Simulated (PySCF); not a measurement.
# C5H4BrOP: what the fields show

Input file:

```
{"job": {"kind": "uv", "xc": "PBE0", "basis": "def2-SVPD", "nstates": 8, "ntriplets": 3}, "charge": 0, "multiplicity": 1}
C     -2.226618    -0.783552     0.296412
C     -1.392320     0.199932    -0.014397
C      0.045328     0.053228    -0.019443
P      0.963657    -1.432229     0.373113
C      2.390714    -0.543387     0.073409
O      2.227686     0.738364    -0.286025
C      0.932604     1.044308    -0.330842
Br     0.561787     2.819099    -0.824375
H     -3.292830    -0.645253     0.291737
H     -1.859588    -1.761615     0.566171
H     -1.762706     1.180814    -0.284631
H      3.413485    -0.870396     0.132843
```

Launched as:

```sh
OMP_NUM_THREADS=1 python probes_run.py task.json out
```

Geometry: GFN2-xTB.

Theory: PBE0/def2-SVPD, SCF density, gas phase (PySCF 2.14.0).

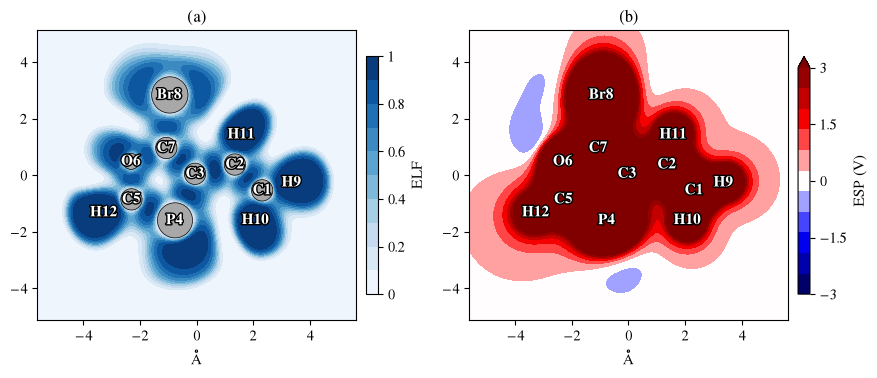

Figure 1. (a) ELF; (b) electrostatic potential on the molecular plane. Grey discs cover the atomic cores in the ELF map.

> What do the fields say about this system?

- The plane passes through C, P, O, Br and H nuclei.
- C–C (1.33 Å): the ELF peaks at about 0.95 between the atoms: a multiple bond.
- C–O (1.33 Å): the ELF peaks at about 0.90 between the atoms, as expected for a polar covalent bond.
- C–P (1.71 Å): the ELF peaks at about 0.95 between the atoms: localised, covalent bonding.
- C–Br (1.88 Å): the ELF peaks at about 0.90 between the atoms; a covalent bond.
- C–H (1.08 Å): the ELF climbs to about 1 towards the hydrogen, as it does in any bond to H (an ordinary covalent bond to hydrogen).
- The ELF also peaks beside P4, O6 and Br8, away from the bonds: lone-pair regions.
- Outside the dense part of the molecule the potential is most negative (−0.6 V) near O6.

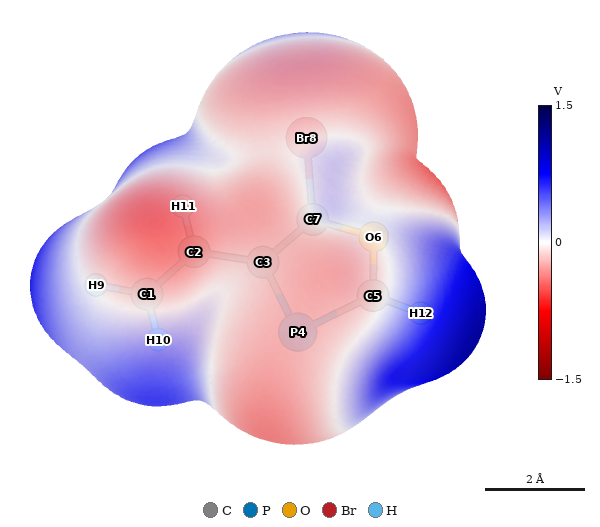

Figure 2. The electrostatic potential painted on the density surface at 0.001 e/bohr³, seen at a tilt; red is negative and blue positive.

> Which sites attract a positive test charge, and which a negative one?

A positive charge is drawn to the negative regions and a negative charge to the positive ones. The most negative region (about −0.5 V, or −12 kcal/mol for a unit charge) lies over C1, C2 and O6, the most positive (about +1.1 V, or +25 kcal/mol for a unit charge) over H12. Br8 shows a σ-hole: about +0.9 V, or +21 kcal/mol for a unit charge at the tip opposite its bond, against about −0.2 V on its flanks.

> How polar is the molecule by this calculation?

Its dipole moment is 0.19 D.

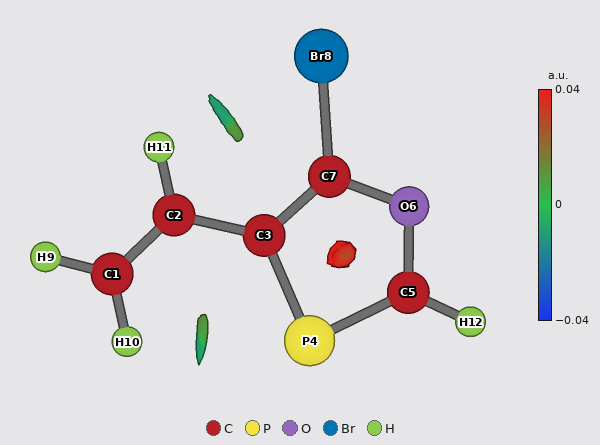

Figure 3. Non-covalent interaction (NCI) plot: the surface where the reduced density gradient is 0.5, for densities under 0.05 a.u., coloured by sign(λ₂)ρ; seen across its widest extent.

> Identify the weak interactions.

- Between H11 and C2 on one side and Br8 and C7 on the other: a weak contact, attractive (blue-green) on one side and crowded (olive to red) on the other
- Between H10 and C1 on one side and P4 and C3 on the other: a weak contact, attractive (blue-green) on one side and crowded (olive to red) on the other
- Inside the ring or cage of C3, P4, C5, O6 and C7: steric crowding (red)
